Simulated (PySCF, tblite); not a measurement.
**C₇H₁₅NSi: geometry, infrared bands and NMR shifts**

What infrared bands and NMR shifts should C₇H₁₅NSi (`C=C[C@@]1(N(C)C)[SiH2][C@@H]1C`) show?

The runs use tblite 0.8.0 and PySCF 2.14.0, with density-fitted response routines of our own; the level of theory stands in each step. All values are computed, except where a source is named. Atoms count from 0, in the outputs and in this text.

## (1) The molecule as given

24 atoms, charge 0, multiplicity 1; geometry from: force field or distance geometry start.

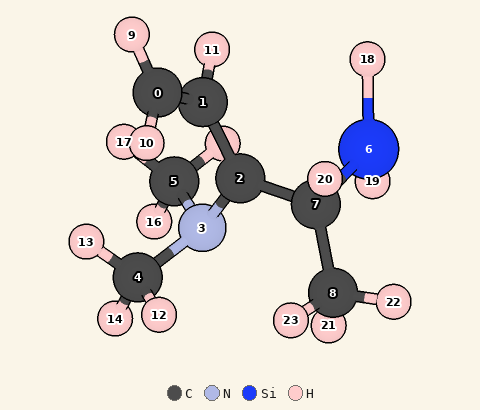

As it starts; carbon dark grey, nitrogen light blue, silicon blue, hydrogen pink, atoms numbered.

## (2) Optimising the geometry with GFN2-xTB

The job: settings as JSON, then the geometry in Å.

```
{"job": {"kind": "relax", "xc": "GFN2-xTB", "basis": "xTB"}, "charge": 0, "multiplicity": 1}
C      0.018900     2.694400     0.293800
C      0.194300     1.500500     0.847900
C     -0.171000     0.198700     0.245800
N      0.851800    -0.642000    -0.425500
C      1.115200    -0.200200    -1.777200
C      2.108000    -0.765600     0.316500
Si    -1.205400    -1.004000     1.855600
C     -1.593100    -0.219900     0.312800
C     -2.155700    -1.068000    -0.794500
H      0.321000     3.604600     0.800100
H     -0.462600     2.783900    -0.681200
H      0.685200     1.457600     1.831000
H      0.185000    -0.155800    -2.357300
H      1.582400     0.794200    -1.813100
H      1.776500    -0.892600    -2.298900
H      1.944300    -1.121300     1.352500
H      2.769100    -1.496400    -0.159700
H      2.652400     0.181200     0.374000
H     -0.958100    -0.148800     3.055800
H     -0.402400    -2.258500     1.857200
H     -2.307300     0.603400     0.439200
H     -1.562700    -1.956400    -1.001600
H     -3.173800    -1.383100    -0.544600
H     -2.223700    -0.486100    -1.720800
```

Started as:

```console
$ OMP_NUM_THREADS=1 python probes_run.py task.json out
```

This one command runs all jobs of the session in turn.

The log of the run:

```text
step      E/eV     max force
  0    -738.88809    3.940
  1    -739.17786    1.276
  2    -739.25262    1.172
  3    -739.43889    2.000
  4    -739.52049    2.367
  5    -739.66149    1.697
  6    -739.75570    1.144
  7    -739.84294    1.068
  8    -739.86373    0.568
  9    -739.88487    0.330
 10    -739.90367    0.343
 11    -739.91253    0.324
 12    -739.92201    0.342
 13    -739.93705    0.396
 14    -739.95424    0.408
 15    -739.97452    0.363
 16    -739.99652    0.319
 17    -740.01890    0.335
 18    -740.03739    0.314
 19    -740.05157    0.264
 20    -740.06206    0.221
 21    -740.06991    0.167
 22    -740.07645    0.192
 23    -740.08224    0.191
 24    -740.08720    0.159
 25    -740.09112    0.139
 26    -740.09404    0.102
 27    -740.09606    0.102
 28    -740.09760    0.095
 29    -740.09918    0.091
 30    -740.10085    0.075
 31    -740.10242    0.080
 32    -740.10372    0.080
 33    -740.10483    0.074
 34    -740.10593    0.083
 35    -740.10699    0.073
 36    -740.10790    0.073
 37    -740.10881    0.077
 38    -740.10996    0.070
 39    -740.11143    0.080
 40    -740.11300    0.085
 41    -740.11439    0.066
 42    -740.11554    0.087
 43    -740.11665    0.097
 44    -740.11789    0.083
 45    -740.11923    0.071
 46    -740.12071    0.087
 47    -740.12242    0.095
 48    -740.12433    0.115
 49    -740.12629    0.094
 50    -740.12788    0.076
 51    -740.12923    0.081
 52    -740.13057    0.084
 53    -740.13184    0.073
 54    -740.13279    0.066
 55    -740.13363    0.078
 56    -740.13458    0.090
 57    -740.13590    0.093
 58    -740.13750    0.085
 59    -740.13905    0.082
 60    -740.14029    0.087
 61    -740.14161    0.093
 62    -740.14306    0.090
 63    -740.14460    0.090
 64    -740.14591    0.098
 65    -740.14718    0.090
 66    -740.14841    0.087
 67    -740.14958    0.085
 68    -740.15035    0.062
 69    -740.15087    0.046
 70    -740.15137    0.049
 71    -740.15210    0.069
 72    -740.15300    0.089
 73    -740.15389    0.069
 74    -740.15463    0.056
 75    -740.15536    0.062
 76    -740.15614    0.073
 77    -740.15707    0.089
 78    -740.15792    0.061
 79    -740.15864    0.052
 80    -740.15930    0.066
 81    -740.16016    0.083
 82    -740.16120    0.096
 83    -740.16251    0.089
 84    -740.16408    0.089
 85    -740.16573    0.123
 86    -740.16738    0.101
 87    -740.16902    0.105
 88    -740.17133    0.104
 89    -740.17496    0.143
 90    -740.17890    0.153
 91    -740.18286    0.134
 92    -740.17891    0.468
 93    -740.18779    0.152
 94    -740.18968    0.107
 95    -740.19351    0.243
 96    -740.19634    0.304
 97    -740.19896    0.240
 98    -740.20266    0.153
 99    -740.20557    0.126
100    -740.20722    0.238
101    -740.20932    0.157
102    -740.21122    0.124
103    -740.21435    0.081
104    -740.21574    0.081
105    -740.21910    0.143
106    -740.22116    0.093
107    -740.22283    0.143
108    -740.22440    0.106
109    -740.22604    0.089
110    -740.22809    0.103
111    -740.22878    0.078
112    -740.22944    0.057
113    -740.23049    0.064
114    -740.23150    0.070
115    -740.23273    0.066
116    -740.23358    0.063
117    -740.23416    0.075
118    -740.23466    0.080
119    -740.23518    0.043
120    -740.23567    0.034
121    -740.23589    0.031
122    -740.23604    0.033
123    -740.23620    0.032
124    -740.23643    0.035
125    -740.23675    0.055
126    -740.23718    0.060
127    -740.23768    0.042
128    -740.23815    0.040
129    -740.23853    0.035
130    -740.23886    0.039
131    -740.23914    0.027
132    -740.23935    0.025
133    -740.23949    0.029
134    -740.23958    0.028
135    -740.23969    0.029
136    -740.23981    0.026
137    -740.23996    0.031
138    -740.24017    0.049
139    -740.24042    0.054
140    -740.24066    0.050
141    -740.24086    0.056
142    -740.24102    0.042
143    -740.24119    0.033
144    -740.24136    0.027
145    -740.24152    0.031
146    -740.24165    0.029
147    -740.24178    0.027
148    -740.24193    0.028
149    -740.24207    0.026
150    -740.24219    0.022
151    -740.24227    0.021
152    -740.24233    0.019
153    -740.24238    0.015
154    -740.24243    0.020
155    -740.24248    0.022
156    -740.24254    0.018
157    -740.24260    0.019
158    -740.24266    0.021
159    -740.24273    0.019
160    -740.24279    0.020
161    -740.24283    0.015
162    -740.24287    0.011
163    -740.24291    0.012
164    -740.24294    0.016
165    -740.24297    0.014
166    -740.24298    0.007
```

Run time: 1.6 s. Hardware: 1 thread of Arm Neoverse V1, shared host; peak memory 0.18 GiB.

Step by step: (not every step is listed)

```
step  energy from step 0 (eV)  largest force (eV/Å)
   0                   0.0000                3.9399
   1                  -0.2898                1.2764
   2                  -0.3645                1.1720
   3                  -0.5508                1.9997
   4                  -0.6324                2.3665
   5                  -0.7734                1.6966
   6                  -0.8676                1.1441
   7                  -0.9548                1.0683
   8                  -0.9756                0.5676
  23                  -1.1941                0.1909
  38                  -1.2219                0.0700
  53                  -1.2437                0.0735
  68                  -1.2623                0.0622
  83                  -1.2744                0.0887
  98                  -1.3146                0.1526
 113                  -1.3424                0.0642
 128                  -1.3501                0.0397
 143                  -1.3531                0.0326
 158                  -1.3546                0.0210
 161                  -1.3547                0.0148
 162                  -1.3548                0.0110
 163                  -1.3548                0.0118
 164                  -1.3548                0.0159
 165                  -1.3549                0.0140
 166                  -1.3549                0.0071
```

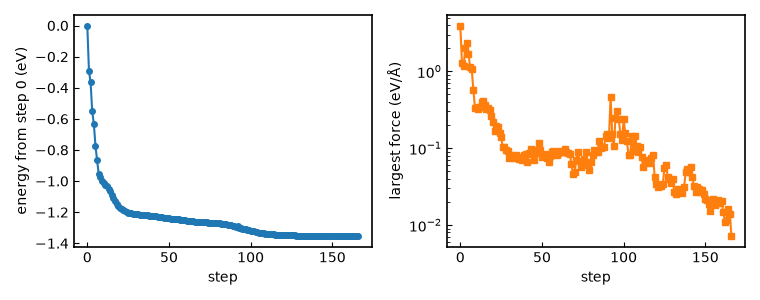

Energy and largest force along the relaxation.

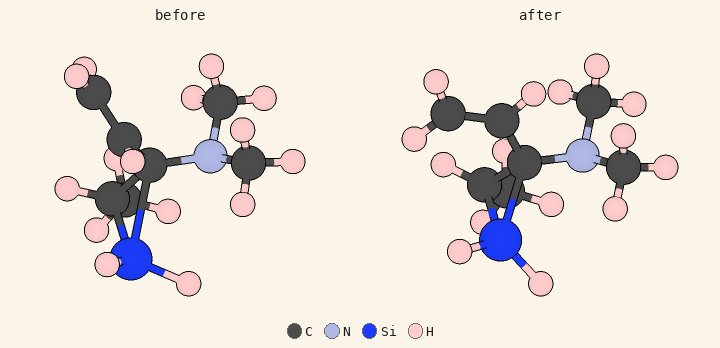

Before and after, at one scale.

Distances of close pairs at the start and the end, largest changes first:

```csv
bond,before (Å),after (Å),change (Å)
C2–Si6,2.260,1.922,-0.338
Si6–C7,1.774,1.878,+0.104
C2–C7,1.484,1.548,+0.064
Si6–H18,1.494,1.451,-0.043
C2–N3,1.484,1.442,-0.042
Si6–H19,1.489,1.450,-0.040
N3–C5,1.464,1.445,-0.019
C5–H15,1.108,1.090,-0.018
```

The end geometry stands in the next job.

## (3) Harmonic vibrations with GFN2-xTB

The job: settings as JSON, then the geometry in Å.

```
{"job": {"kind": "ir", "xc": "GFN2-xTB", "basis": "xTB"}, "charge": 0, "multiplicity": 1}
C     -0.397900     2.630417     0.892034
C      0.349513     1.615354     0.477498
C     -0.056054     0.211264     0.334934
N      0.855847    -0.662743    -0.360713
C      1.144773    -0.239183    -1.717819
C      2.071292    -0.953801     0.365081
Si    -0.998942    -0.610145     1.794668
C     -1.553070    -0.087473     0.078151
C     -1.923276    -1.129574    -0.951539
H      0.003544     3.626245     0.972280
H     -1.432049     2.516086     1.169487
H      1.387792     1.810266     0.233926
H      0.223469     0.059989    -2.209661
H      1.851033     0.603543    -1.765428
H      1.579887    -1.078401    -2.263451
H      1.819151    -1.311592     1.362858
H      2.613107    -1.738900    -0.164281
H      2.742713    -0.086650     0.467373
H     -1.290501     0.238598     2.934668
H     -0.787926    -2.027714     2.014453
H     -2.152750     0.811235    -0.021767
H     -1.200372    -1.940248    -0.943937
H     -2.910963    -1.536934    -0.738494
H     -1.950053    -0.699875    -1.952764
```

The log of the run:

```text
mode    cm-1     km/mol
  1      82.2      1.05
  2     109.5      0.52
  3     136.7      0.60
  4     167.1      0.25
  5     186.8      0.48
  6     198.2      0.97
  7     213.1      0.43
  8     229.4      2.66
  9     246.2      0.10
 10     268.1      0.72
 11     318.6      0.57
 12     331.8      5.26
 13     410.3      5.84
 14     428.2      0.61
 15     479.4     38.08
 16     512.1    138.50
 17     522.7      2.26
 18     526.7     25.60
 19     565.7      6.82
 20     654.1     26.62
 21     709.4     54.98
 22     752.6     64.44
 23     784.1     48.17
 24     852.3     19.68
 25     934.8     20.88
 26     959.4      5.21
 27     989.2     13.84
 28    1001.8      9.64
 29    1025.2     32.89
 30    1044.0      2.22
 31    1078.4      4.65
 32    1095.9     13.56
 33    1121.8     18.47
 34    1129.8      7.35
 35    1148.8     10.29
 36    1194.6     23.17
 37    1211.9     25.17
 38    1276.6      8.62
 39    1317.4      5.44
 40    1322.7      2.39
 41    1404.3      1.76
 42    1412.1      0.65
 43    1423.5      6.66
 44    1425.0      0.53
 45    1479.3      3.79
 46    1488.7      3.57
 47    1494.0      0.29
 48    1496.9      4.79
 49    1503.5      1.71
 50    1512.0      3.74
 51    1674.7     46.53
 52    2362.4    119.79
 53    2375.8    419.29
 54    2842.1     52.83
 55    2856.8    107.35
 56    2981.2     32.79
 57    2991.1     58.04
 58    2992.6     43.91
 59    3005.8     51.16
 60    3008.8     32.55
 61    3015.9     35.80
 62    3033.8     45.69
 63    3051.0     34.54
 64    3052.5      7.94
 65    3101.9     27.13
 66    3120.2     72.32
```

Run time: 1.2 s. Hardware: 1 thread of Arm Neoverse V1, shared host; peak memory 0.18 GiB.

The strongest bands and the atoms that carry them (share of the mass-weighted mode):

| cm⁻¹ | km/mol | atoms |
| --- | --- | --- |
| 512 | 138.5 | H18 42 %, H19 40 %, Si6 13 % |
| 709 | 55.0 | H19 37 %, H18 32 %, C7 16 % |
| 753 | 64.4 | Si6 28 %, C2 21 %, C7 13 % |
| 2362 | 119.8 | H18 74 %, H19 24 % |
| 2376 | 419.3 | H19 73 %, H18 23 % |
| 2857 | 107.3 | H13 87 % |
| 2991 | 58.0 | H16 87 % |
| 3120 | 72.3 | H10 45 %, H9 44 % |

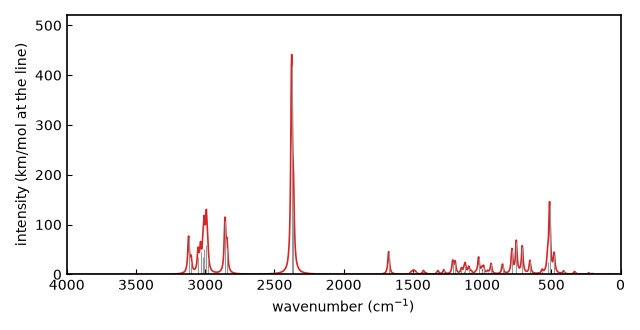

The infrared spectrum from these modes, unscaled. Lines are broadened to a width of 14 cm⁻¹ (Lorentzian).

## (4) Nuclear shieldings: PBE0/pcSseg-1

The job, as its differences from that of step 3:

```diff
@@ -1,2 +1,2 @@
-{"job": {"kind": "ir", "xc": "GFN2-xTB", "basis": "xTB"}, "charge": 0, "multiplicity": 1}
+{"job": {"kind": "nmr", "xc": "PBE0", "basis": "pcSseg-1"}, "charge": 0, "multiplicity": 1}
 C     -0.397900     2.630417     0.892034
```

Method: GIAO PBE0/pcSseg-1 NMR shielding, non-relativistic, gas phase.

The log of the run:

```text
coarse grid: 19592 points
cycle   1  E = -619.2313146759  dE =  1.047e+00  |g| = 4.862e-01  |ddm| = 4.396e+00
cycle   2  E = -619.1945249667  dE =  3.679e-02  |g| = 6.084e-01  |ddm| = 1.306e+00
cycle   3  E = -619.2971660369  dE = -1.026e-01  |g| = 1.007e-01  |ddm| = 8.427e-01
cycle   4  E = -619.2993817487  dE = -2.216e-03  |g| = 3.954e-02  |ddm| = 1.461e-01
cycle   5  E = -619.2997151250  dE = -3.334e-04  |g| = 1.462e-02  |ddm| = 4.912e-02
cycle   6  E = -619.2997675440  dE = -5.242e-05  |g| = 4.037e-03  |ddm| = 1.906e-02
cycle   7  E = -619.2997713469  dE = -3.803e-06  |g| = 7.755e-04  |ddm| = 4.574e-03
final grid: 181960 points
cycle   8  E = -619.3542782901  dE = -8.356e-05  |g| = 1.047e-02  |ddm| = 6.811e-02
cycle   9  E = -619.3542580529  dE =  2.024e-05  |g| = 1.340e-02  |ddm| = 2.584e-02
cycle  10  E = -619.3543063501  dE = -4.830e-05  |g| = 2.388e-03  |ddm| = 1.732e-02
cycle  11  E = -619.3543077610  dE = -1.411e-06  |g| = 4.154e-04  |ddm| = 2.870e-03
cycle  12  E = -619.3543077964  dE = -3.539e-08  |g| = 1.804e-04  |ddm| = 5.172e-04
cycle  13  E = -619.3543078042  dE = -7.817e-09  |g| = 4.676e-05  |ddm| = 2.343e-04
cycle  14  E = -619.3543078047  dE = -5.139e-10  |g| = 1.124e-05  |ddm| = 6.109e-05
converged SCF energy = -619.3543078047

GIAO shielding tensors (ppm)
atom      isotropic    diamagn.    paramagn.     s11        s22        s33       span
  0 C       76.705     256.614    -179.909    -28.560     87.319    171.354    199.914
  1 C       39.067     253.910    -214.844    -83.419     32.152    168.468    251.887
  2 C      126.387     253.850    -127.463     92.611    117.208    169.342     76.731
  3 N      232.828     323.338     -90.510    184.133    249.376    264.974     80.840
  4 C      142.336     248.626    -106.289    117.615    125.537    183.857     66.242
  5 C      137.165     247.366    -110.201    104.281    124.531    182.682     78.402
  6 Si     457.198     884.002    -426.804    348.781    399.706    623.106    274.325
  7 C      156.313     253.456     -97.143    134.731    164.889    169.319     34.588
  8 C      173.397     245.689     -72.291    161.674    170.137    188.381     26.707
  9 H       26.815      29.565      -2.751     24.063     25.051     31.330      7.267
 10 H       27.141      34.309      -7.169     23.123     24.996     33.303     10.180
 11 H       24.605      33.506      -8.901     21.367     22.708     29.740      8.373
 12 H       29.424      32.955      -3.531     23.808     29.466     34.999     11.191
 13 H       29.375      31.525      -2.150     25.149     27.311     35.665     10.516
 14 H       29.252      30.885      -1.632     25.140     25.956     36.661     11.521
 15 H       29.178      31.639      -2.461     24.016     28.588     34.930     10.914
 16 H       29.178      30.472      -1.295     24.874     26.052     36.606     11.733
 17 H       28.996      30.977      -1.981     24.905     26.989     35.094     10.189
 18 H       29.237      32.351      -3.115     23.917     27.309     36.483     12.566
 19 H       28.868      32.198      -3.331     23.666     27.299     35.638     11.972
 20 H       29.828      34.551      -4.723     24.504     28.343     36.638     12.134
 21 H       29.869      31.645      -1.775     25.025     30.482     34.100      9.075
 22 H       30.097      28.256       1.841     24.314     27.858     38.117     13.803
 23 H       30.073      30.400      -0.326     24.795     27.884     37.541     12.745
```

Run time: 51 s. Hardware: 1 thread of Arm Neoverse V1, shared host; peak memory 1.1 GiB.

The references, computed at this level on geometries of the same kind, shield at (ppm): 1H TMS 31.72, 13C TMS 186.9, 29Si TMS 349.2, 15N NH3 267.7. Their shielding less the atom's gives the shift. The references are single molecules in the gas phase, so shifts against H2O, NH3, PH3, H3PO4 or CFCl3 are not on the usual liquid scales and can be off by tens of ppm. Atoms listed in one row are averaged.

| atoms | environment | σ (ppm) | δ (ppm) | δ scaled to CDCl3 |
| --- | --- | --- | --- | --- |
| C1 | alkene CH | 39.1 | 147.9 | 142.4 |
| C0 | terminal =CH2 carbon | 76.7 | 110.2 | 105.7 |
| C2 | three-membered-ring carbon | 126.4 | 60.5 | 57.2 |
| C4, C5 | methyl carbon bonded to N | 139.8 | 47.2 | 44.1 |
| C7 | three-membered-ring carbon | 156.3 | 30.6 | 28.0 |
| C8 | methyl carbon | 173.4 | 13.5 | 11.3 |
| H11 | hydrogen on an alkene CH | 24.60 | 7.11 | 6.81 |
| H9 | hydrogen on a terminal =CH2 carbon | 26.81 | 4.90 | 4.73 |
| H10 | hydrogen on a terminal =CH2 carbon | 27.14 | 4.58 | 4.42 |
| H19 | hydrogen on a silicon bonded to 2 C, in a 3-membered ring | 28.87 | 2.85 | – |
| H12, H13, H14, H15, H16, H17 | hydrogen on a methyl carbon bonded to N | 29.23 | 2.48 | 2.45 |
| H18 | hydrogen on a silicon bonded to 2 C, in a 3-membered ring | 29.24 | 2.48 | – |
| H20 | hydrogen on a three-membered-ring carbon | 29.83 | 1.89 | 1.89 |
| H21, H22, H23 | hydrogen on a methyl carbon | 30.01 | 1.70 | 1.71 |
| N3 | amine nitrogen | 232.8 | 34.9 | – |
| Si6 | silicon bonded to 2 C, 2 H, in a 3-membered ring | 457.2 | -108.0 | – |

The scaled column applies a straight-line fit of computed shieldings to shifts measured in CDCl3 (root-mean-square error 0.16 ppm for H, 1.9 ppm for C).

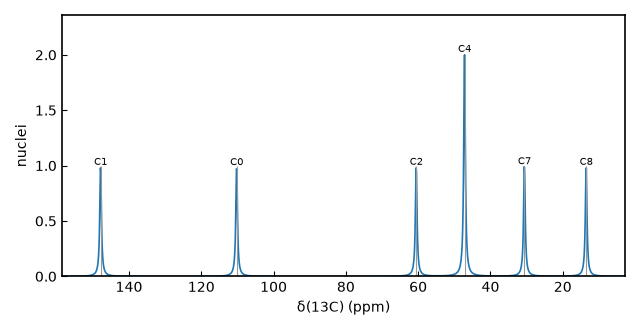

13C lines at the computed shifts, without couplings. Lines are broadened to a width of 0.54 ppm (Lorentzian).

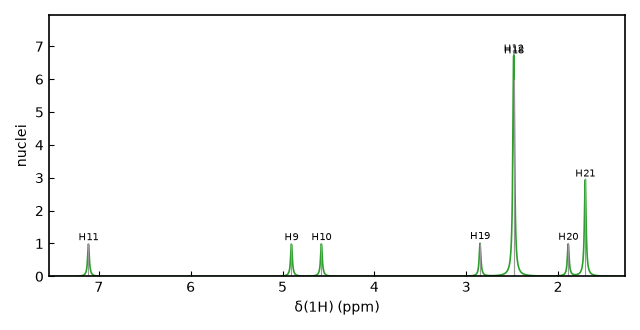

1H lines at the computed shifts, without couplings. Lines are broadened to a width of 0.02 ppm (Lorentzian).

Charges from the same density, by scheme (e):

| atoms | Mulliken | IAO | Hirshfeld | ESP fit |
| --- | --- | --- | --- | --- |
| C0 | -0.17 | -0.36 | -0.12 | -0.46 |
| C1 | -0.06 | -0.14 | -0.05 | -0.25 |
| C2 | -0.30 | -0.10 | -0.02 | 0.29 |
| N3 | -0.58 | -0.25 | -0.08 | -0.12 |
| C4, C5 | -0.07 | -0.30 | -0.07 | -0.44 |
| Si6 | 0.53 | 0.60 | 0.29 | 0.11 |
| C7 | -0.41 | -0.34 | -0.11 | -0.18 |
| C8 | -0.19 | -0.41 | -0.12 | -0.36 |

ESP fit charges:

C0 -0.46; C1 -0.25; C2 0.29; N3 -0.12; C4 -0.41; C5 -0.48; Si6 0.11; C7 -0.18; C8 -0.36; H9 0.19; H10 0.16; H11 0.18; H12 0.16; H13 0.12; H14 0.15; H15 0.14; H16 0.18; H17 0.13; H18 -0.01; H19 0.01; H20 0.13; H21 0.09; H22 0.11; H23 0.11

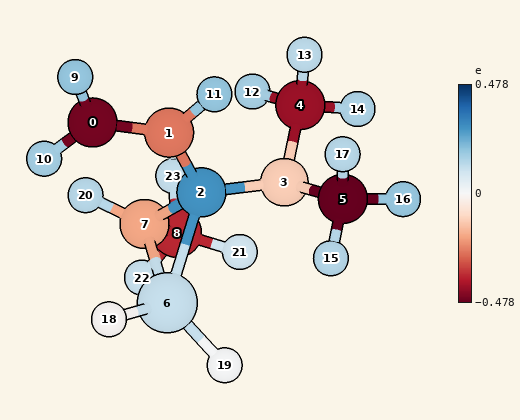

ESP fit charges, as colours on the atoms.

Mayer bond orders: C0–C1 1.96, C1–C2 1.01, C2–N3 1.02, N3–C4 0.96, N3–C5 0.98, C2–Si6 0.82, Si6–C7 0.93, C7–C8 1.06, C7–C2 0.84.

Ring of atoms C2, Si6, C7: NICS(0) -28.9, NICS(1) -7.7, NICS(1)zz -16.5 ppm (means of both faces).

The two faces differ (NICS(1)zz -12.8 and -20.2 ppm).

In rings of three or four atoms NICS is ruled by the nearby σ bonds, so it says little on aromaticity.

## (5) Summary of results

| quantity | value |
| --- | --- |
| strongest single infrared mode (GFN2-xTB) | 2376 cm⁻¹, 419 km/mol |
| zero-point energy (GFN2-xTB) | 125.3 kcal/mol |
| 13C shifts against TMS (PBE0/pcSseg-1, means over atoms taken as alike) | 147.9, 110.2, 60.5, 47.2, 30.6, 13.5 ppm |
| 1H shifts against TMS (PBE0/pcSseg-1, means over atoms taken as alike) | 7.11, 4.90, 4.58, 2.85, 2.48, 2.48, 1.89, 1.70 ppm |
| 15N shifts against NH3 (PBE0/pcSseg-1) | 34.9 ppm |
| 29Si shifts against TMS (PBE0/pcSseg-1) | -108.0 ppm |

What this shows: Over 166 steps the energy fell by 1.355 eV; of the close pairs, C2–Si6 changed most, 2.260 to 1.922 Å. All 66 modes are real, so the xTB geometry is a minimum. The strongest single mode, at 2376 cm⁻¹, moves mainly H19. Unscaled tight-binding wavenumbers are off by several per cent, some by more. Its intensities can rank the bands wrongly. The most deshielded carbon is C1 (alkene CH), at 147.9 ppm: the olefinic region. H11 (hydrogen on an alkene CH) lies farthest downfield among hydrogen, at 7.11 ppm; attached to an sp2 carbon and in the plane of the double bond. At PBE0/pcSseg-1: The largest span, 274 ppm, is at Si6, where the paramagnetic term is -427 ppm.
